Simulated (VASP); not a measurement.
# PbF2 (Fluorocronite): structure and properties in VASP, part 3 of 3

Wanted: the relaxed cell of PbF2 (Fluorocronite) and its properties. The start is a cell from a database of measured crystal structures.

VASP 6.6.1; PBE with D3(BJ); plane waves and PAW (Pb_d, F).

So far, gap on the k-mesh (eV): step 2 (relaxing cell and atoms (PBE + D3(BJ))) 4.46; step 6 (total and projected DOS (PBE + D3(BJ))) 4.43. The relaxed cell has a = 5.956 Å (conventional setting).

The database entry behind the starting cell differs from later determinations by our own check (0.1 to 0.3 % short, probably kX units), so it need not match the best structure at ambient conditions.

## Step 7: Independent-particle dielectric function (PBE + D3(BJ))

LOPTICS sums transitions from filled to empty bands. NBANDS is raised for it.

The input, INCAR:

```
SYSTEM = PbF2
PREC = Accurate
ENCUT = 520
EDIFF = 1E-06
NELM = 100
ISMEAR = 0
SIGMA = 0.05
LREAL = .FALSE.
ALGO = Normal
GGA = PE
IVDW = 12
NBANDS = 38
LORBIT = 11
LWAVE = .FALSE.
LCHARG = .FALSE.
KPAR = 2
LOPTICS = .TRUE.
NEDOS = 1500
CSHIFT = 0.1
```

The input, POSCAR:

```
PbF2
1.0
    0.0000000000      2.9779238876      2.9779238876
    2.9779238876      0.0000000000      2.9779238876
    2.9779238876      2.9779238876      0.0000000000
Pb F
1 2
Direct
    0.0000000000      0.0000000000      0.0000000000
    0.2500000000      0.2500000000      0.2500000000
    0.7500000000      0.7500000000      0.7500000000
```

The input, KPOINTS:

```
Automatic mesh
0
Gamma
10 10 10
0 0 0
```

PAW data sets: Pb_d and F (PBE family, release 64).

Launch:

```console
mpirun -np 2 vasp_std
```

Output:

```text
[... set-up lines as in an earlier step ...]
 entering main loop
       N       E                     dE             d eps       ncg     rms          rms(c)
DAV:   1     0.287217080649E+03    0.28722E+03   -0.12472E+04  3796   0.832E+02
DAV:   2     0.143129580833E+02   -0.27290E+03   -0.24287E+03  3760   0.286E+02
DAV:   3    -0.154315800333E+02   -0.29745E+02   -0.29274E+02  4276   0.863E+01
DAV:   4    -0.162914421534E+02   -0.85986E+00   -0.85904E+00  4316   0.145E+01
DAV:   5    -0.163092503555E+02   -0.17808E-01   -0.17807E-01  4400   0.227E+00    0.804E+00
DAV:   6    -0.143591416974E+02    0.19501E+01   -0.56102E+00  5230   0.129E+01    0.265E+00
DAV:   7    -0.143532665639E+02    0.58751E-02   -0.35763E-01  4090   0.233E+00    0.160E+00
DAV:   8    -0.143505829914E+02    0.26836E-02   -0.11833E-01  4154   0.210E+00    0.778E-01
DAV:   9    -0.143434281002E+02    0.71549E-02   -0.17956E-02  4112   0.640E-01    0.118E-01
DAV:  10    -0.143445862497E+02   -0.11581E-02   -0.13947E-03  3902   0.243E-01    0.500E-02
DAV:  11    -0.143445006880E+02    0.85562E-04   -0.15283E-04  4412   0.848E-02    0.187E-02
DAV:  12    -0.143445092583E+02   -0.85703E-05   -0.24355E-05  4040   0.301E-02    0.869E-03
DAV:  13    -0.143445096185E+02   -0.36020E-06   -0.46911E-06  3850   0.115E-02
   1 F= -.14798477E+02 E0= -.14798477E+02  d E =-.546565E-11
 optical routines
 imaginary and real dielectric function
 recalculating local potential from charge density
 direction            1
 direction            2
 direction            3
```

Wall time 22 s (2 MPI ranks of Intel Xeon 6975P-C (Granite Rapids), shared host); peak memory 0.58 GiB.

Parts of OUTCAR (step 7):

```text
   k-points           NKPTS =     47   k-points in BZ     NKDIM =     47   number of bands    NBANDS=     38

   NELECT =      28.0000    total number of electrons

 E-fermi :   1.9234

 k-point     1 :       0.0000    0.0000    0.0000
  band No.  band energies     occupation
    ...
     10      -0.6674      2.00000
     11      -0.6674      2.00000
     12      -0.1745      2.00000
     13      -0.1745      2.00000
     14      -0.1745      2.00000
     15       8.4733      0.00000
     16       8.4733      0.00000
     17       8.4733      0.00000
     18      12.3168      0.00000
     19      16.8320      0.00000
    ...

 Edisp (eV)   -0.45397

  Total       0.00412     0.00412     0.00412    -0.00000     0.00000     0.00000
  in kB       0.12492     0.12492     0.12492    -0.00000     0.00000     0.00000
  external pressure =        0.12 kB  Pullay stress =        0.00 kB

 POSITION                                       TOTAL-FORCE (eV/Angst)
 -----------------------------------------------------------------------------------
      0.00000      0.00000      0.00000         0.000000      0.000000      0.000000
      1.48896      1.48896      1.48896        -0.000000     -0.000000     -0.000000
      4.46689      4.46689      4.46689         0.000000      0.000000      0.000000
 -----------------------------------------------------------------------------------
    total drift:                                0.000000     -0.000000      0.000000

  FREE ENERGIE OF THE ION-ELECTRON SYSTEM (eV)
  ---------------------------------------------------
  free  energy   TOTEN  =       -14.7984774075 eV

  energy  without entropy=      -14.7984774075  energy(sigma->0) =      -14.79847741

 plasma frequency squared (from intraband transitions) (eV^2)
  --------------------------------------------------------------------------------------
       0.000       0.000      -0.000
       0.000       0.000       0.000
      -0.000       0.000       0.000

[... 8 parts as in an earlier step ...]

[... 8 further parts left out ...]
```

These are independent-particle spectra without excitons or local fields, and fine structure depends on the mesh and on CSHIFT.

This step gave:

* bands: 38
* Fermi energy: 1.923 eV
* pressure: 0.01249 GPa

The imaginary dielectric function, xx has structure finer than the step of the table below, so its rows give means over 2 eV, whole bins alone (the curve runs from 0 to 25.0 eV). Peaks (eV: height): 5.5: 5.75, 7.0: 5.79, 7.8: 6.39, 9.3: 4.23, 10.9: 2.27, 12.9: 1.55, 22.0: 1.68.

The imaginary dielectric function, xx by photon energy; means over each step:

```
photon energy (eV)  imaginary dielectric function, xx
                 2                             0.0247
                 4                              0.395
                 6                               3.96
                 8                               3.93
                10                               2.30
                12                               1.17
                14                              0.861
                16                              0.839
                18                               1.26
                20                              0.952
                22                              0.929
```

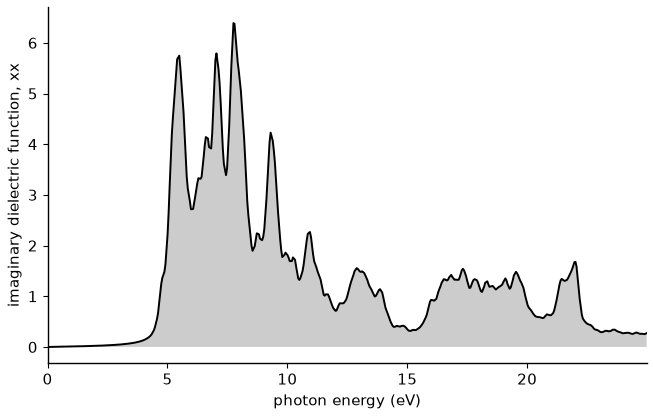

Imaginary dielectric function, xx against photon energy.

Table of real dielectric function, xx by photon energy:

```
photon energy (eV)  real dielectric function, xx
               0.0                          3.55
               2.5                          3.89
               5.0                          7.37
               7.5                          2.95
              10.0                       -0.0492
              12.5                          1.05
              15.0                         0.841
              17.5                         0.723
              20.0                         0.116
              22.5                       -0.0347
```

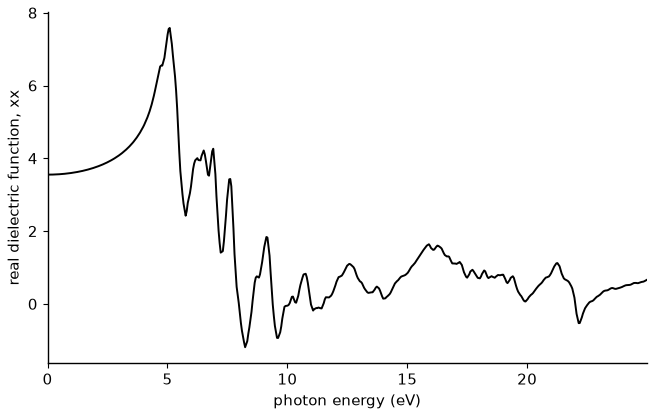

Real dielectric function, xx, plotted against photon energy.

The mean of ε2 over directions passes 5 % of its top at 4.43 eV, against a least direct gap of 4.56 eV on this mesh; what lies under the gap is the tail of the broadening by CSHIFT.

## Step 8: Zone-centre phonons (PBE + D3(BJ))

Zone-centre modes test whether the atoms sit at a minimum within this cell. IBRION = 6 takes the force constants from differences of forces between displaced cells, so the forces must be tight.

The input, INCAR:

```
SYSTEM = PbF2
PREC = Accurate
ENCUT = 520
EDIFF = 1E-08
NELM = 100
ISMEAR = 0
SIGMA = 0.05
LREAL = .FALSE.
ALGO = Normal
GGA = PE
IVDW = 12
NBANDS = 20
LORBIT = 11
LWAVE = .FALSE.
LCHARG = .FALSE.
KPAR = 2
IBRION = 6
NFREE = 2
POTIM = 0.015
ISIF = 2
NSW = 1
```

POSCAR is that of step 7.

The input, KPOINTS:

```
Automatic mesh
0
Gamma
7 7 7
0 0 0
```

Launch:

```console
mpirun -np 2 vasp_std
```

Output:

```text
[... set-up lines as in an earlier step ...]
 entering main loop
       N       E                     dE             d eps       ncg     rms          rms(c)
[... 12 cycles as in an earlier step ...]
DAV:  13    -0.143444873131E+02    0.22140E-05   -0.15841E-05  1048   0.384E-02    0.165E-03
DAV:  14    -0.143444873722E+02   -0.59101E-07   -0.72130E-07   876   0.626E-03    0.440E-04
DAV:  15    -0.143444873891E+02   -0.16904E-07   -0.19511E-08   812   0.112E-03    0.335E-04
DAV:  16    -0.143444873841E+02    0.49740E-08   -0.72699E-09   640   0.111E-03
   1 F= -.14798455E+02 E0= -.14798455E+02  d E =-.896227E-17
 Found     2 degrees of freedom:
 Finite differences POTIM= 0.01500 DOF=   2
 bond charge predicted
       N       E                     dE             d eps       ncg     rms          rms(c)
DAV:   1    -0.143412133902E+02    0.32740E-02   -0.16061E+00  2000   0.587E+00    0.870E-02
DAV:   2    -0.143443337088E+02   -0.31203E-02   -0.32101E-02  2116   0.144E+00    0.459E-02
DAV:   3    -0.143443282289E+02    0.54799E-05   -0.19275E-04  2004   0.123E-01    0.312E-02
DAV:   4    -0.143443244090E+02    0.38199E-05   -0.81015E-05  1932   0.129E-01    0.660E-03
DAV:   5    -0.143443263664E+02   -0.19574E-05   -0.53846E-06  1752   0.184E-02    0.419E-03
DAV:   6    -0.143443254783E+02    0.88811E-06   -0.19909E-06  1904   0.224E-02    0.965E-04
DAV:   7    -0.143443255723E+02   -0.94064E-07   -0.10355E-07  1740   0.249E-03    0.418E-04
DAV:   8    -0.143443256131E+02   -0.40779E-07   -0.20085E-08  1888   0.229E-03    0.854E-05
DAV:   9    -0.143443256121E+02    0.97270E-09   -0.10591E-09   992   0.285E-04
   2 F= -.14798294E+02 E0= -.14798294E+02  d E =-.910997E-17
[...]
3 F= -.14798294E+02 E0= -.14798294E+02  d E =-.910423E-17
[...]
4 F= -.14798171E+02 E0= -.14798171E+02  d E =-.105663E-16
 Finite differences progress:
  Degree of freedom:   2/  2
  Displacement:        1/  2
  Total:               3/  4
 bond charge predicted
       N       E                     dE             d eps       ncg     rms          rms(c)
DAV:   1    -0.143405797471E+02    0.36238E-02   -0.43962E+00  2568   0.143E+01    0.130E-01
DAV:   2    -0.143443998371E+02   -0.38201E-02   -0.42686E-02  2904   0.173E+00    0.705E-02
DAV:   3    -0.143442245846E+02    0.17525E-03   -0.85861E-04  3028   0.275E-01    0.290E-02
DAV:   4    -0.143442001666E+02    0.24418E-04   -0.16506E-04  2980   0.119E-01    0.121E-02
DAV:   5    -0.143442032137E+02   -0.30471E-05   -0.32131E-05  2836   0.430E-02    0.780E-03
DAV:   6    -0.143442037088E+02   -0.49511E-06   -0.27714E-06  2956   0.170E-02    0.461E-03
DAV:   7    -0.143442036256E+02    0.83203E-07   -0.10587E-06  2764   0.114E-02    0.143E-03
DAV:   8    -0.143442036412E+02   -0.15639E-07   -0.40572E-07  3020   0.501E-03    0.839E-04
DAV:   9    -0.143442036471E+02   -0.58963E-08   -0.18519E-08  2832   0.119E-03
   5 F= -.14798171E+02 E0= -.14798171E+02  d E =-.105916E-16
 Finite differences progress:
  Degree of freedom:   2/  2
  Displacement:        2/  2
  Total:               4/  4
```

Run time: 37 s. Hardware: 2 MPI ranks; peak memory 0.5 GiB.

From OUTCAR (step 8):

```text
   NELECT =      28.0000    total number of electrons

 Edisp (eV)   -0.45397

 E-fermi :   1.9909

 k-point     1 :       0.0000    0.0000    0.0000
  band No.  band energies     occupation
    ...
     10      -0.6681      2.00000
     11      -0.6666      2.00000
     12      -0.1863      2.00000
     13      -0.1746      2.00000
     14      -0.1641      2.00000
     15       8.4515      0.00000
     16       8.4731      0.00000
     17       8.4958      0.00000
     18      12.3172      0.00000
     19      16.8309      0.00000
    ...

 Edisp (eV)   -0.45397

  Total       0.01264     0.01217     0.01217     0.00000     0.03986     0.00000
  in kB       0.38340     0.36928     0.36928     0.00000     1.20907     0.00000
  external pressure =        0.37 kB  Pullay stress =        0.00 kB

 POSITION                                       TOTAL-FORCE (eV/Angst)
 -----------------------------------------------------------------------------------
      0.00000      0.00000      0.00000        -0.010901      0.000000      0.000000
      1.47396      1.48896      1.48896         0.037648     -0.000000     -0.000000
      4.46689      4.46689      4.46689        -0.026746     -0.000000     -0.000000
 -----------------------------------------------------------------------------------
    total drift:                                0.000618     -0.000001     -0.000001

  FREE ENERGIE OF THE ION-ELECTRON SYSTEM (eV)
  ---------------------------------------------------
  free  energy   TOTEN  =       -14.7981714628 eV

  energy  without entropy=      -14.7981714628  energy(sigma->0) =      -14.79817146

 Eigenvectors and eigenvalues of the dynamical matrix
 ----------------------------------------------------

   1 f  =    7.433888 THz    46.708498 2PiTHz  247.967824 cm-1    30.744078 meV
             X         Y         Z           dx          dy          dz
      0.000000  0.000000  0.000000     0.000000    0.000000   -0.000000
      1.488962  1.488962  1.488962     0.000000    0.000000   -0.707107
      4.466886  4.466886  4.466886    -0.000000   -0.000000    0.707107

   2 f  =    7.433888 THz    46.708498 2PiTHz  247.967824 cm-1    30.744078 meV
             X         Y         Z           dx          dy          dz
      0.000000  0.000000  0.000000    -0.000000    0.000000   -0.000000
      1.488962  1.488962  1.488962    -0.048556   -0.705438   -0.000000
      4.466886  4.466886  4.466886     0.048556    0.705438    0.000000

   3 f  =    7.433888 THz    46.708498 2PiTHz  247.967824 cm-1    30.744078 meV
             X         Y         Z           dx          dy          dz
      0.000000  0.000000  0.000000     0.000000   -0.000000   -0.000000
      1.488962  1.488962  1.488962    -0.705438    0.048556    0.000000
      4.466886  4.466886  4.466886     0.705438   -0.048556   -0.000000

   4 f  =    3.317724 THz    20.845877 2PiTHz  110.667371 cm-1    13.720999 meV
             X         Y         Z           dx          dy          dz
      0.000000  0.000000  0.000000     0.367410   -0.134819    0.004007
      1.488962  1.488962  1.488962    -0.610839    0.224144   -0.006661
      4.466886  4.466886  4.466886    -0.610839    0.224144   -0.006661

   5 f  =    3.317724 THz    20.845877 2PiTHz  110.667371 cm-1    13.720999 meV
             X         Y         Z           dx          dy          dz
      0.000000  0.000000  0.000000     0.094612    0.265897    0.271163
      1.488962  1.488962  1.488962    -0.157298   -0.442068   -0.450824
      4.466886  4.466886  4.466886    -0.157298   -0.442068   -0.450824

   6 f  =    3.317724 THz    20.845877 2PiTHz  110.667371 cm-1    13.720999 meV
             X         Y         Z           dx          dy          dz
      0.000000  0.000000  0.000000     0.096129    0.253584   -0.282199
      1.488962  1.488962  1.488962    -0.159819   -0.421597    0.469172
      4.466886  4.466886  4.466886    -0.159819   -0.421597    0.469172

   7 f/i=    0.008178 THz     0.051381 2PiTHz    0.272773 cm-1     0.033819 meV
             X         Y         Z           dx          dy          dz
      0.000000  0.000000  0.000000     0.485793    0.781550    0.001400
      1.488962  1.488962  1.488962     0.146098    0.235045    0.000421
      4.466886  4.466886  4.466886     0.146098    0.235045    0.000421

   8 f/i=    0.008178 THz     0.051381 2PiTHz    0.272773 cm-1     0.033819 meV
             X         Y         Z           dx          dy          dz
      0.000000  0.000000  0.000000     0.526692   -0.326160   -0.680465
      1.488962  1.488962  1.488962     0.158398   -0.098090   -0.204644
      4.466886  4.466886  4.466886     0.158398   -0.098090   -0.204644

   9 f/i=    0.008178 THz     0.051381 2PiTHz    0.272773 cm-1     0.033819 meV
             X         Y         Z           dx          dy          dz
      0.000000  0.000000  0.000000    -0.577424    0.360023   -0.619502
      1.488962  1.488962  1.488962    -0.173656    0.108274   -0.186310
      4.466886  4.466886  4.466886    -0.173656    0.108274   -0.186310

 ELASTIC MODULI CONTR FROM IONIC RELAXATION (kBar)
 Direction    XX          YY          ZZ          XY          YZ          ZX
 --------------------------------------------------------------------------------
 XX          -0.0000      0.0000      0.0000      0.0000     -0.0000      0.0000
 YY           0.0000     -0.0000     -0.0000      0.0000      0.0000     -0.0000
 ZZ           0.0000     -0.0000     -0.0000     -0.0000      0.0000      0.0000
 XY           0.0000      0.0000     -0.0000    -99.5658     -0.0000     -0.0000
 YZ          -0.0000      0.0000      0.0000     -0.0000    -99.5658      0.0000
 ZX           0.0000     -0.0000      0.0000     -0.0000      0.0000    -99.5658
 --------------------------------------------------------------------------------

[... 8 parts as in an earlier step ...]

[... 9 further parts left out ...]
```

The last energy, forces, stress and levels in OUTCAR belong to the last displaced cell, not to the cell of POSCAR.

Numbers from this step:

- bands: 20
- irreducible k-points: 20
- pressure of the cell: 0.03489 GPa
- largest force of the cell: 0 eV/Å

Transverse limit, no LO-TO splitting. Modes at Γ, with each element's share of the kinetic energy:

```
mode  frequency (cm⁻¹)  symmetry  Pb %  F %
   1              -0.3  acoustic    85   15
   2              -0.3  acoustic    85   15
   3              -0.3  acoustic    85   15
   4             110.7       T1u    15   85
   5             110.7       T1u    15   85
   6             110.7       T1u    15   85
   7             248.0       T2g     0  100
   8             248.0       T2g     0  100
   9             248.0       T2g     0  100
```

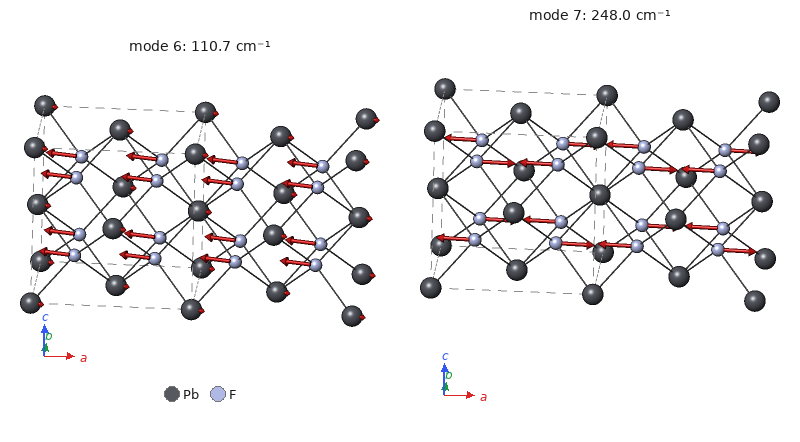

Displacement patterns of modes 6 and 7 at Γ; arrows are exaggerated. 2×1×1 conventional cells are drawn. Some periodic images of atoms are drawn too.

The three acoustic modes lie within 0.3 cm⁻¹ of zero, and all others are real. By the characters of their eigenvectors the optical modes sort into (cm⁻¹) Raman active: T2g 248; infrared active: T1u 111. With a centre of inversion no mode is active in both.

## Step 9: Results

| Item | Value |
| --- | --- |
| relaxed volume | 17.61 Å³/atom |
| relaxed conventional cell a, b, c | 5.956, 5.956, 5.956 Å |
| space group after relaxing, within 0.02 Å | Fm-3m (No. 225) |
| band gap | 4.42 eV, indirect (least direct gap of that run 4.56 eV) |
| gap among the points of the DOS mesh alone, an upper bound | 4.43 eV |
| strongest peak of ε2, mean over directions | 7.75 eV |
| ε1 at zero frequency, no local fields, mean | 3.55 |
| highest zone-centre mode | 248 cm⁻¹ |

With PBE + D3(BJ), PbF2 (Fluorocronite) relaxes to 17.61 Å³/atom in space group Fm-3m (held by the symmetry of the run) and has an indirect gap of 4.42 eV. Against the listed cell the volume lies +1.5 %. Band structure (PBE + D3(BJ)): On this path the gap is indirect, 4.42 eV, with the valence top at W and the conduction bottom at X. The least direct gap is 4.56 eV. Zone-centre phonons (PBE + D3(BJ)): The highest mode in this list at Γ, 248.0 cm⁻¹, is mostly motion of F (100 % of the kinetic energy). Spin-orbit coupling is left out, and with elements this heavy it would split and shift bands near the edges, and it can change the kind of a small gap. Modes at Γ alone can't show that the crystal is stable at other wave vectors, and the LO-TO splitting is not included. No search among competing phases was made, and a listed structure need not be the one stable at ambient conditions. All values are for a static lattice at zero temperature.

[Lines on the potential files, build, host, timing and source positions are cut from VASP's logs without a mark.]

[Logs are printed without paths, hosts, clocks, repeated set-up lines and the standing remarks that a program may print on its own settings, such as how far it seeks lower states.]

[Hosts, paths, dates, database ids (printed as entryN), source tags and the programs' standing remarks are cut or masked in the printed files.]

[A measured line is paired with the nearest computed mode of its activity, which favours agreement.]
